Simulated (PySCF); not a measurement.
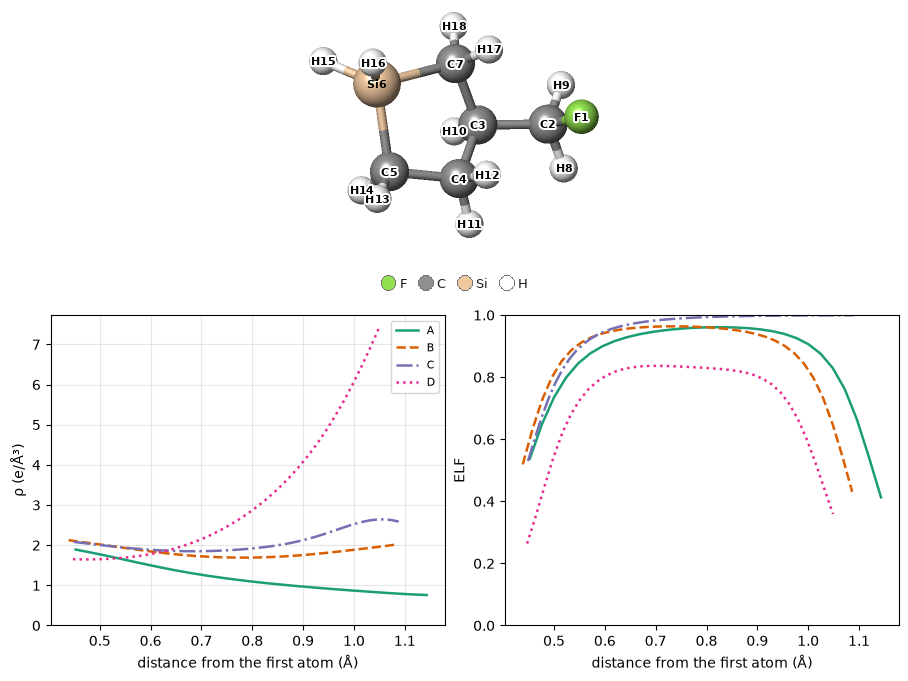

The picture shows: C₅H₁₁FSi. Total electron density and electron localisation function along straight lines between neighbouring atoms. The curves leave out the atomic cores. The structure is drawn too.

Geometry: GFN2-xTB.

Theory: PBE0/pcSseg-1, SCF density, gas phase, non-relativistic in PySCF 2.14.0.

```xyz
18

F     1.9504   -1.2723    1.3703
C     2.0289   -0.8119    0.0764
C     0.7341   -0.1203   -0.3370
C    -0.4686   -1.0649   -0.2689
C    -1.7306   -0.2541   -0.5671
Si   -1.4356    1.4223    0.2932
C     0.4237    1.0925    0.5478
H     2.2351   -1.6863   -0.5505
H     2.8785   -0.1213    0.0435
H     0.8659    0.2102   -1.3735
H    -0.3504   -1.8977   -0.9661
H    -0.5260   -1.4768    0.7404
H    -2.6187   -0.7843   -0.2299
H    -1.8340   -0.1211   -1.6449
H    -1.7006    2.5617   -0.5902
H    -2.1600    1.5716    1.5569
H     0.6247    0.8292    1.5870
H     1.0744    1.9298    0.3008
```

Question: Which curve belongs to which contact (C–C, C–F, C–H and C–Si)? The first atom named is at distance zero.

Answer: Curve A: C–Si (1.91 Å): the density is about 0.91 e/Å³ at the midpoint; the ELF peaks at about 0.95 between the atoms: localised, covalent bonding. Curve B: C–C (1.53 Å): the density is about 1.7 e/Å³ at the midpoint; the ELF peaks at about 0.95 between the atoms (localised, covalent bonding). Curve C: C–H (1.09 Å): the density is about 1.9 e/Å³ at the midpoint; the ELF climbs to about 1 towards the hydrogen, as it does in any bond to H; a covalent bond by its length. Curve D: C–F (1.38 Å): ρ is about 2.1 e/Å³ halfway, with its minimum of 1.6 e/Å³ about 0.5 Å from C; the ELF peaks at about 0.85 between the atoms, as expected for a polar covalent bond.
